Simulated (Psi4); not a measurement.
**CF+ (SMILES [C+]F) at HF/STO-3G**

What is the vertical singlet–triplet gap of CF+ at HF/STO-3G? 

Program for the calculation: Psi4 1.11.

2 further runs of the same task are left out: 2 set aside as unsound or not needed.

## (1) The molecule

CF+: 2 atoms, total charge +1, spin state singlet. As SMILES, `[C+]F`. The shape is that of a PBE0-D4/def2-TZVP optimisation.

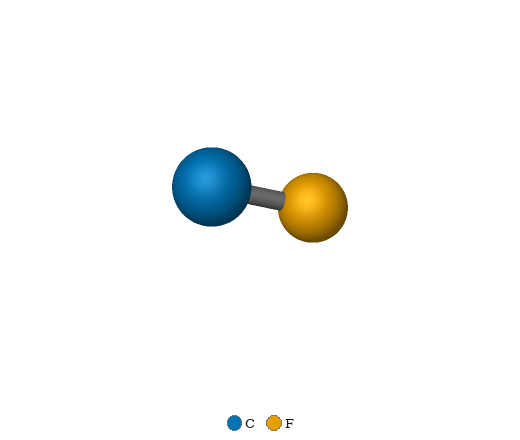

The structure, seen from a chosen angle (carbon blue, fluorine amber).

## (2) A single-point energy at HF/STO-3G

File job.dat:

```
memory 2200 mb

molecule {
  1 1
  C
  F 1 1.152894
  units angstrom
  symmetry c1
}

set globals {
  basis         STO-3G
  puream        true
  e_convergence 1e-09
  d_convergence 1e-08
  scf_type      pk
}

E, wfn = energy('scf', return_wfn=True)
oeprop(wfn, 'QUADRUPOLE', 'LOWDIN_CHARGES', 'MAYER_INDICES')
```

Started as:

```bash
$ psi4 -n 1 job.dat job.out
```

job.out:

```text
[...]
  Running in c1 symmetry.
[...]
  Nuclear repulsion =   24.785946822674067
[...]
  Multiplicity = 1
[...]
  Nalpha       = 7
  Nbeta        = 7
[...]
    Number of basis functions: 10
[...]
   @RHF iter   1:  -135.02176168459019   -4.93875e-01   1.27154e-02 ADIIS/DIIS
[...]
   @RHF iter   8:  -135.03331054208772   -6.22435e-12   8.60979e-09 DIIS
[...]
    Orbital Energies [Eh]
    ---------------------
    Doubly Occupied:
       1A    -26.764698     2A    -11.762641     3A     -2.237612
       4A     -1.315646     5A     -1.156751     6A     -1.156751
       7A     -0.940001
[...]
  @RHF Final Energy:  -135.03331054208772
   => Energetics <=
    Nuclear Repulsion Energy =             24.7859468226740667
    One-Electron Energy =                -228.9703142380561189
    Two-Electron Energy =                  69.1510568732943227
    Total Energy =                       -135.0333105420877189
[...]
 Multipole Moments:
 ------------------------------------------------------------------------------------
     Multipole            Electronic (a.u.)      Nuclear  (a.u.)        Total (a.u.)
 ------------------------------------------------------------------------------------
 L = 1.  Multiply by 2.5417464519 to convert [e a0] to [Debye]
 Dipole X            :         -0.0000000            0.0000000           -0.0000000
 Dipole Y            :          0.0000000            0.0000000            0.0000000
 Dipole Z            :          0.0087493           -0.4210233           -0.4122740
 Magnitude           :                                                    0.4122740
 L = 2.  Multiply by 1.3450342976 to convert [e a0^2] to [Debye ang]
 Quadrupole XX       :         -5.4135111            0.0000000           -5.4135111
 Quadrupole XY       :          0.0000000            0.0000000            0.0000000
[...]
```

Wall time 4.8 s (1 thread of Intel Xeon at 2.50GHz (Skylake/Cascade Lake), shared host); peak memory 0.18 GiB.

## (3) The triplet at the same level

File cf.dat:

```
memory 2.2 GB

molecule {
  1 3
  C      0.492270    -0.160830     0.253170
  F     -0.492270     0.160830    -0.253170
  units angstrom
  symmetry c1
}

set basis STO-3G
set reference uhf
set puream true
set e_convergence 1e-09
set d_convergence 1e-08
set scf_type pk
set maxiter 100

energy_value, wavefunction = energy("scf", return_wfn=True)
oeprop(wavefunction, "LOWDIN_CHARGES", "DIPOLE", "MULLIKEN_CHARGES", title="SCF")
```

Started as:

```bash
$ psi4 -n 1 cf.dat cf.out
```

cf.out:

```text
[...]
  Running in c1 symmetry.
[...]
  Nuclear repulsion =   24.785948803402466
[...]
  Multiplicity = 3
[...]
  Nalpha       = 8
  Nbeta        = 6
[...]
    Number of basis functions: 10
[...]
   @UHF iter   1:  -134.88176809968090   -3.53881e-01   1.65717e-02 DIIS/ADIIS
[...]
   @UHF iter  13:  -134.90507826529742    0.00000e+00   1.51805e-09 DIIS
[...]
   @S^2 Observed:                2.036838651E+00
[...]
    Orbital Energies [Eh]
    ---------------------
    Alpha Occupied:
       1A    -26.699506     2A    -11.761483     3A     -2.175408
       4A     -1.313509     5A     -1.196481     6A     -1.085415
       7A     -1.073563     8A     -0.788747
    Alpha Virtual:
       9A     -0.266300    10A      0.315451
    Beta Occupied:
       1A    -26.697780     2A    -11.696466     3A     -2.157459
       4A     -1.214482     5A     -1.115932     6A     -1.081202
[...]
  @UHF Final Energy:  -134.90507826529742
   => Energetics <=
    Nuclear Repulsion Energy =             24.7859488034024658
    One-Electron Energy =                -229.3246221918494427
    Two-Electron Energy =                  69.6335951231495471
    Total Energy =                       -134.9050782652974192
  UHF NO Occupations:
  HONO-2 :    6  A 1.9815047
  HONO-1 :    7  A 1.0000000
[...]
 Multipole Moments:
 ------------------------------------------------------------------------------------
     Multipole            Electronic (a.u.)      Nuclear  (a.u.)        Total (a.u.)
 ------------------------------------------------------------------------------------
 L = 1.  Multiply by 2.5417464519 to convert [e a0] to [Debye]
 Dipole X            :          0.0000000           -0.0000000            0.0000000
 Dipole Y            :          0.0000000            0.0000000            0.0000000
 Dipole Z            :          0.5959172            0.4210233            1.0169404
 Magnitude           :                                                    1.0169404
[...]
  Mulliken Charges: (a.u.)
   Center  Symbol    Alpha    Beta     Spin     Total
       1     C     3.58203  1.56828  2.01375  0.84969
       2     F     4.41797  4.43172 -0.01375  0.15031
   Total alpha =  8.00000, Total beta =  6.00000, Total charge =  1.00000
  Lowdin Charges: (a.u.)
   Center  Symbol    Alpha    Beta     Spin     Total
       1     C     3.64714  1.64493  2.00222  0.70793
       2     F     4.35286  4.35507 -0.00222  0.29207
  Total alpha =  8.00000, Total beta =  6.00000, Total charge =  1.00000
[...]
```

It took 4.8 s on 1 thread of Intel Xeon at 2.50GHz (Skylake/Cascade Lake), shared host; peak memory 0.18 GiB.

## (4) What came out

Level: HF/STO-3G.

| quantity | value |
| --- | --- |
| singlet: total energy | -135.03331 Eh |
| singlet: HOMO energy | -25.58 eV |
| singlet: LUMO energy | -6.37 eV |
| singlet: HOMO–LUMO gap | 19.21 eV |
| triplet: total energy | -134.90508 Eh |
| triplet: HOMO energy (highest over α and β) | -21.46 eV |
| triplet: LUMO energy (lowest over α and β) | -9.33 eV |
| triplet: ⟨S²⟩ | 2.037 |
| vertical energy of the triplet above the singlet | 3.489 eV |

What this shows: At this shape the triplet lies 3.49 eV (80 kcal/mol) above the singlet. In a minimal basis such a difference can be off by several eV, whatever the method.
